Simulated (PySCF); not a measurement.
**C2H9Ge2NS: one change and its effect**

System: C2H9Ge2NS.
Method of run A: GIAO KT2/pcSseg-1 NMR shielding, non-relativistic, gas phase (PySCF 2.14.0).

The geometry comes from this level: PBE0-D3(BJ)/def2-SVP. Text and figures count atoms from 1; the logs count them from 0 in places.

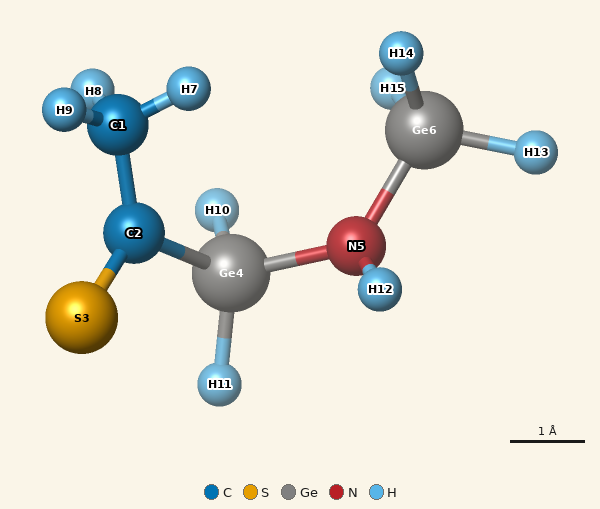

**Figure 1.** The structure as given in the input (ball-and-stick view, seen at a tilt; atoms are numbered from 1 in the order of the input). Sticks mark near contacts.

**Input, run A**
```
{"job": {"kind": "nmr", "xc": "KT2", "basis": "pcSseg-1", "pop": false}, "charge": 0, "multiplicity": 1}
C      2.054672     1.245654     0.329969
C      1.932257    -0.033424    -0.429880
S      2.982294    -0.506270    -1.576797
Ge     0.335306    -1.148388    -0.072628
N     -1.142796    -0.351674    -0.808898
Ge    -2.238794     0.879071    -0.003216
H      1.164275     1.873528     0.144361
H      2.062722     1.046477     1.415924
H      2.957407     1.806472     0.049142
H      0.063823    -1.208709     1.446345
H      0.559512    -2.527843    -0.706740
H     -1.169993    -0.359138    -1.824884
H     -3.640672     0.786276    -0.634943
H     -1.722536     2.331156    -0.158872
H     -2.277351     0.521424     1.492110
```

The first line tells a small driver script what to run in PySCF; the rest is the geometry in Å.

Hardware: 1 CPU thread, shared host.

**Output (run A)**
```
coarse grid: 58880 points
cycle   1  E = -4710.4864895451  dE = -9.273e-01  |g| = 9.819e-01  |ddm| = 3.790e+00
cycle   2  E = -4710.0966997082  dE =  3.898e-01  |g| = 1.575e+00  |ddm| = 2.018e+00
cycle   3  E = -4710.5459467792  dE = -4.492e-01  |g| = 4.843e-01  |ddm| = 1.810e+00
cycle   4  E = -4710.6026147698  dE = -5.667e-02  |g| = 1.124e-01  |ddm| = 5.391e-01
cycle   5  E = -4710.6030887988  dE = -4.740e-04  |g| = 7.982e-02  |ddm| = 1.625e-01
cycle   6  E = -4710.6047618650  dE = -1.673e-03  |g| = 2.733e-02  |ddm| = 1.069e-01
cycle   7  E = -4710.6049799308  dE = -2.181e-04  |g| = 4.927e-03  |ddm| = 3.677e-02
cycle   8  E = -4710.6049857120  dE = -5.781e-06  |g| = 1.344e-03  |ddm| = 6.719e-03
final grid: 119584 points
cycle   9  E = -4710.6049303762  dE =  1.334e-07  |g| = 1.895e-03  |ddm| = 2.962e-03
cycle  10  E = -4710.6049297380  dE =  6.382e-07  |g| = 2.865e-03  |ddm| = 3.372e-03
cycle  11  E = -4710.6049307721  dE = -1.034e-06  |g| = 4.705e-04  |ddm| = 2.277e-03
cycle  12  E = -4710.6049308298  dE = -5.773e-08  |g| = 7.294e-05  |ddm| = 4.882e-04
cycle  13  E = -4710.6049308308  dE = -9.468e-10  |g| = 4.775e-05  |ddm| = 1.194e-04
cycle  14  E = -4710.6049308314  dE = -6.467e-10  |g| = 3.793e-06  |ddm| = 5.125e-05
converged SCF energy = -4710.6049308314

GIAO shielding tensors (ppm)
atom      isotropic    diamagn.    paramagn.     s11        s22        s33       span
  0 C      133.488     249.114    -115.626    102.158    123.635    174.671     72.513
  1 C     -113.054     264.626    -377.680   -292.948   -191.850    145.637    438.584
  2 S     -681.556    1059.238   -1740.795  -2238.047   -368.617    561.994   2800.041
  3 Ge    1410.047    2761.548   -1351.501   1308.954   1386.085   1535.102    226.148
  4 N      249.758     328.989     -79.231    226.891    247.728    274.655     47.765
  5 Ge    1450.124    2760.313   -1310.189   1328.502   1356.031   1665.839    337.337
  6 H       27.402      31.182      -3.780     23.632     28.571     30.004      6.371
  7 H       27.508      29.656      -2.148     24.217     27.785     30.521      6.304
  8 H       28.176      28.788      -0.612     25.879     26.651     31.999      6.120
  9 H       25.737      29.979      -4.242     20.809     21.734     34.669     13.860
 10 H       26.278      28.993      -2.715     20.072     21.927     36.835     16.762
 11 H       31.559      33.139      -1.580     21.407     29.810     43.459     22.052
 12 H       26.033      27.295      -1.261     19.279     21.615     37.206     17.926
 13 H       25.821      28.524      -2.704     18.803     22.091     36.568     17.765
 14 H       26.342      28.813      -2.472     20.453     22.994     35.578     15.125
```

Run B used a changed input.

**The two runs side by side**

| quantity | run A | run B |
| --- | --- | --- |
| outcome | converged | converged |
| total energy (hartree) | −4710.604931 | −4709.045306 |
| HOMO (eV) | −5.04 | −5.03 |
| LUMO (eV) | −3.19 | −3.17 |
| dipole moment (D) | 1.97 | 1.93 |
| shielding of C1 (ppm) | 133.5 | 134.4 |
| shielding of C2 (ppm) | −113.1 | −110.9 |
| shielding of S3 (ppm) | −681.6 | −676.8 |
| shielding of Ge4 (ppm) | 1410.0 | 1417.7 |
| shielding of N5 (ppm) | 249.8 | 248.0 |
| shielding of Ge6 (ppm) | 1450.1 | 1450.8 |
| shielding of H10 (ppm) | 25.7 | 26.2 |
| SCF iterations | 14 | 14 |
| basis functions | 202 | 202 |
| wall time (shared host) | 45 s | 46 s |

What was changed in the input?

The change (lines with − go, lines with + come):
```diff
-"xc": "KT2"
+"xc": "KT3"
```

The total energies belong to different methods, so their difference says nothing on which is more stable or more accurate. The dipole moment goes from 1.97 to 1.93 D. Of all shieldings, the largest change is that of Ge4, by +7.6 ppm. The functional changes from KT2 to KT3. The number of SCF iterations is the same.

**Output (run B)**
```
coarse grid: 58880 points
cycle   1  E = -4708.9237347995  dE = -9.551e-01  |g| = 9.557e-01  |ddm| = 3.816e+00
cycle   2  E = -4708.5301069988  dE =  3.936e-01  |g| = 1.548e+00  |ddm| = 2.068e+00
cycle   3  E = -4708.9914815641  dE = -4.614e-01  |g| = 4.574e-01  |ddm| = 1.804e+00
cycle   4  E = -4709.0426591061  dE = -5.118e-02  |g| = 1.180e-01  |ddm| = 5.315e-01
cycle   5  E = -4709.0430950738  dE = -4.360e-04  |g| = 8.623e-02  |ddm| = 1.704e-01
cycle   6  E = -4709.0451122944  dE = -2.017e-03  |g| = 2.759e-02  |ddm| = 1.149e-01
cycle   7  E = -4709.0453304770  dE = -2.182e-04  |g| = 4.944e-03  |ddm| = 3.545e-02
cycle   8  E = -4709.0453359024  dE = -5.425e-06  |g| = 1.288e-03  |ddm| = 6.412e-03
final grid: 119584 points
cycle   9  E = -4709.0453054725  dE =  4.930e-08  |g| = 1.763e-03  |ddm| = 3.197e-03
cycle  10  E = -4709.0453050481  dE =  4.244e-07  |g| = 2.561e-03  |ddm| = 2.993e-03
cycle  11  E = -4709.0453058064  dE = -7.584e-07  |g| = 3.721e-04  |ddm| = 1.908e-03
cycle  12  E = -4709.0453058427  dE = -3.628e-08  |g| = 6.563e-05  |ddm| = 4.190e-04
cycle  13  E = -4709.0453058436  dE = -8.658e-10  |g| = 4.444e-05  |ddm| = 1.143e-04
cycle  14  E = -4709.0453058441  dE = -5.493e-10  |g| = 3.540e-06  |ddm| = 4.473e-05
converged SCF energy = -4709.0453058441

GIAO shielding tensors (ppm)
atom      isotropic    diamagn.    paramagn.     s11        s22        s33       span
  0 C      134.449     248.311    -113.862    104.768    125.053    173.527     68.759
  1 C     -110.940     264.572    -375.513   -291.337   -188.492    147.008    438.344
  2 S     -676.818    1059.232   -1736.051  -2249.228   -365.354    584.128   2833.357
  3 Ge    1417.690    2761.170   -1343.480   1320.513   1394.327   1538.231    217.718
  4 N      248.026     329.589     -81.563    228.673    244.549    270.856     42.183
  5 Ge    1450.839    2759.821   -1308.983   1339.045   1366.555   1646.917    307.872
  6 H       27.588      31.351      -3.763     23.768     28.806     30.191      6.423
  7 H       27.686      29.801      -2.115     24.387     27.979     30.692      6.305
  8 H       28.346      28.818      -0.472     25.960     26.967     32.110      6.150
  9 H       26.201      30.375      -4.174     21.240     22.219     35.142     13.902
 10 H       26.685      29.285      -2.600     20.499     22.331     37.226     16.727
 11 H       31.805      33.657      -1.852     21.792     30.005     43.619     21.827
 12 H       26.466      27.566      -1.100     19.779     22.027     37.591     17.813
 13 H       26.243      28.875      -2.632     19.338     22.491     36.900     17.562
 14 H       26.747      29.173      -2.427     20.843     23.394     36.003     15.160
```

For both runs: Spin–orbit coupling is left out, which matters for the heavy atoms.
